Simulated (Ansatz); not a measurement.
# singlet C2H2F+: levels of theory compared

Wanted: a comparison of 6 runs (HF/STO-3G, revPBE/STO-3G, CCSDT/STO-3G, CCSDTQ/STO-3G, CCSD(T)/STO-3G, FCI/STO-3G) of singlet C2H2F+. 

The results are computed with Ansatz 0.2.0.

52 further runs of the same task are left out: 1 that didn't finish, 51 set aside as unsound or not needed.

## (1) The structure to begin with

The species is C2H2F+ (5 atoms), meant as a singlet with charge +1. SMILES of the parent species: `C=[C]F`. The shape is that of a PBE0-D4/def2-TZVP optimisation. That shape belongs to the parent species and isn't relaxed for this state.

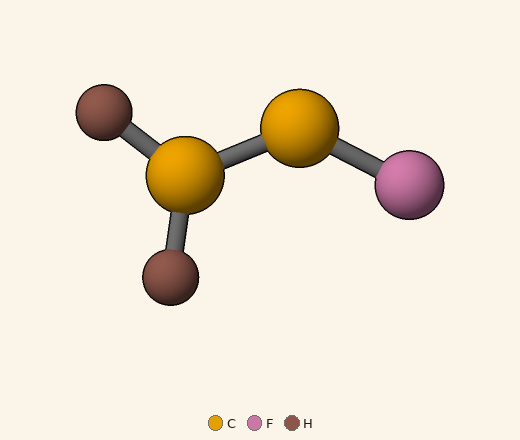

Viewed from a chosen angle; carbon amber, fluorine pink, hydrogen brown.

## (2) A single-point energy at HF/STO-3G (run 1)

File molecule.yaml:

```yaml
basis:
  gaussian: {orbitals: STO-3G}
crystal:
  periodic: [false, false, false]
  atoms:
    - symbol: C
      position_ang: [0.488200, -0.200400, 0.008400]
    - symbol: C
      position_ang: [-0.592700, 0.393700, 0.447100]
    - symbol: F
      position_ang: [-1.725600, 0.629500, -0.148900]
    - symbol: H
      position_ang: [0.534700, -0.590400, -1.005400]
    - symbol: H
      position_ang: [1.345200, -0.306200, 0.657500]
accuracy: high
hamiltonian: {xc: hf}
total_charge: 1
```

Started as:

```
$ ansatz run molecule.yaml --threads 1 --pin off --max-ram 2610MiB --events-out events.jsonl --progress --plain --runs-dir runs
```

Output:

```text
Warning: RAYON_NUM_THREADS=1 ignored (pool sized by the plan → 1); use --threads N
Functional definition: HF
  name "HF"
  exchange = exact_x
  correlation = 0
294 factors; integrals over basis functions are off by at most 4.1e-8 eV
mean field evaluation 1: about -4719.9562 eV, gradient 3.0e1 eV
mean field evaluation 2: about -4720.0117 eV, gradient 3.0e1 eV
mean field evaluation 4: about -4723.2652 eV, gradient 2.8e0 eV
mean field evaluation 8: about -4723.3516 eV, gradient 1.1e-1 eV
mean field -4723.35172982 eV, -173.5799744681 hartree, gradient 2.8e-8 eV, S^2 0.000000; 0 other end points of the search recorded, 0 dependent functions left out
reference -4723.35172982 eV, -173.5799744681 hartree; 11, 11 occupied and 6, 6 virtual orbitals, 294 factors
Total energy: -4723.35172982 eV, -173.5799744681 hartree
```

It took 0.06 s on 1 thread of AMD EPYC 9R45 (Zen 5), shared host.

## (3) The energy at revPBE/STO-3G (run 2)

File in.yaml:

```yaml
basis:
  gaussian:
    orbitals: STO-3G
crystal:
  periodic: [false, false, false]
  atoms:
    - {symbol: C, position_ang: [0.488200, -0.200400, 0.008400]}
    - {symbol: C, position_ang: [-0.592700, 0.393700, 0.447100]}
    - {symbol: F, position_ang: [-1.725600, 0.629500, -0.148900]}
    - {symbol: H, position_ang: [0.534700, -0.590400, -1.005400]}
    - {symbol: H, position_ang: [1.345200, -0.306200, 0.657500]}
total_charge: 1
hamiltonian:
  xc: {name: revPBE}
accuracy: high
```

Started as:

```
$ ansatz run in.yaml --threads 1 --pin off --max-ram 2610MiB --events-out events.jsonl --progress --plain --runs-dir runs
```

Output:

```text
Warning: RAYON_NUM_THREADS=1 ignored (pool sized by the plan → 1); use --threads N
Functional definition: revPBE
  name "revPBE"
  parameter kappa = 1.245
  parameter beta = 0.06672455060314922
  exchange = pbe_x(kappa = kappa, mu = beta*pi^2/3)
  correlation = pbe_c(beta = beta)
294 factors; integrals over basis functions are off by at most 4.1e-8 eV
mean field evaluation 1: about -4743.9921 eV, gradient 2.5e1 eV
mean field evaluation 2: about -4721.1774 eV, gradient 8.2e1 eV
mean field evaluation 4: about -4744.8167 eV, gradient 1.9e1 eV
mean field evaluation 8: about -4745.8588 eV, gradient 6.3e-2 eV
mean field evaluation 16: about -4745.8588 eV, gradient 9.6e-7 eV
mean field -4745.85876651 eV, -174.4070928105 hartree, gradient 1.2e-8 eV, S^2 0.000000; 0 other end points of the search recorded, 0 dependent functions left out
reference -4745.85876840 eV, -174.4070928800 hartree; 11, 11 occupied and 6, 6 virtual orbitals, 294 factors
Total energy: -4745.85876840 eV, -174.4070928800 hartree
```

It took 0.34 s on 1 thread of AMD EPYC 9R45 (Zen 5), shared host.

Runs 3 to 5 aren't shown in full; the table further down has their settings and results.

## (4) A single-point energy at FCI/STO-3G (run 6)

File run.yaml:

```yaml
basis:
  gaussian: {orbitals: STO-3G}
crystal:
  periodic: [false, false, false]
  atoms:
    - symbol: C
      position_ang: [0.488200, -0.200400, 0.008400]
    - symbol: C
      position_ang: [-0.592700, 0.393700, 0.447100]
    - symbol: F
      position_ang: [-1.725600, 0.629500, -0.148900]
    - symbol: H
      position_ang: [0.534700, -0.590400, -1.005400]
    - symbol: H
      position_ang: [1.345200, -0.306200, 0.657500]
total_charge: 1
correlation: {method: fci, frozen_orbitals: {C: 1, F: 1, H: 0}}
accuracy: high
```

Started as:

```
$ ansatz run run.yaml --threads 1 --pin off --max-ram 2610MiB --events-out events.jsonl --progress --plain --runs-dir runs
```

Output:

```text
Warning: RAYON_NUM_THREADS=1 ignored (pool sized by the plan → 1); use --threads N
[... 4 set-up lines as earlier in the session ...]
294 factors; integrals over basis functions are off by at most 4.1e-8 eV
mean field evaluation 1: about -4719.9562 eV, gradient 3.0e1 eV
mean field evaluation 2: about -4720.0117 eV, gradient 3.0e1 eV
mean field evaluation 4: about -4723.2652 eV, gradient 2.8e0 eV
mean field evaluation 8: about -4723.3516 eV, gradient 1.1e-1 eV
mean field -4723.35172982 eV, -173.5799744681 hartree, gradient 2.8e-8 eV, S^2 0.000000; 0 other end points of the search recorded, 0 dependent functions left out; unrestricted orbitals would lower it
mean field evaluation 16: about -4723.2792 eV, gradient 6.3e0 eV
3 core orbitals not correlated: weight in the atoms' cores, before any rotation towards them, 1.000 or more for the frozen orbitals, at most 0.000 for the correlated occupied ones
reference -4723.35172982 eV, -173.5799744681 hartree; 8, 8 occupied and 6, 6 virtual orbitals, 294 factors
state -4729.01942793 eV, -173.7882585321 hartree
Total energy: -4729.01942793 eV, -173.7882585321 hartree
```

Run time: 29 s. Hardware: 1 thread of AMD EPYC 9R45 (Zen 5), shared host; peak memory 0.74 GiB.

## (5) Overview of the runs

```
run           level  frozen core orbitals  energy (Eh)  wall time
  1       HF/STO-3G                     –  -173.579974     0.06 s
  2   revPBE/STO-3G                     –  -174.407093     0.34 s
  3    CCSDT/STO-3G                     3  -173.787914      0.2 s
  4   CCSDTQ/STO-3G                     3  -173.788360      5.4 s
  5  CCSD(T)/STO-3G                     3  -173.786968     0.08 s
  6      FCI/STO-3G                     3  -173.788259       29 s
```

## (6) Results

| quantity | value |
| --- | --- |
| run 6: total energy | -173.78826 Eh |
| run 6: correlation energy (3 core orbitals frozen) | -208.3 mEh |

**Reading.** Against full CI in this basis: HF +208.3 mEh; CCSDT +0.3 mEh; CCSDTQ -0.1 mEh; CCSD(T) +1.3 mEh. In run 5 the T1 diagnostic is large, so a single reference may not serve. In runs 3, 4, 5 the log says that unrestricted orbitals would lower the reference, so the values rest on an unstable closed-shell determinant (other closed-shell runs at this shape may share the fault). In runs 1, 2, 3, 4, 5, 6 the basis is minimal, so the values are rough. All runs together took 35 s, the longest 29 s.
